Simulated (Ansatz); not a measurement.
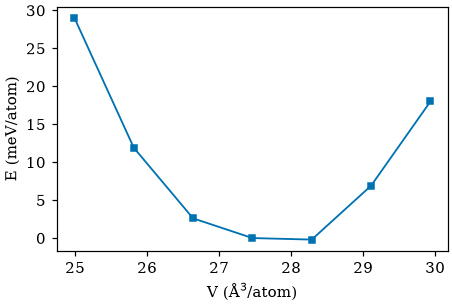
*In (body-centred tetragonal, I4/mmm) under volume change, PBE in the plane-wave PAW code Ansatz, shape and atoms relaxed at each volume.*

What does a third-order Birch–Murnaghan fit give for V₀, B₀ and B′?

V₀ = 27.45 Å³/atom, B₀ = 35.3 GPa, B′ = 5.0.

The cell keeps a stress of up to 0.2 GPa. The cell was relaxed with PBE under the symmetry of its start.

Potentials: the later of the program's two PAW sets.
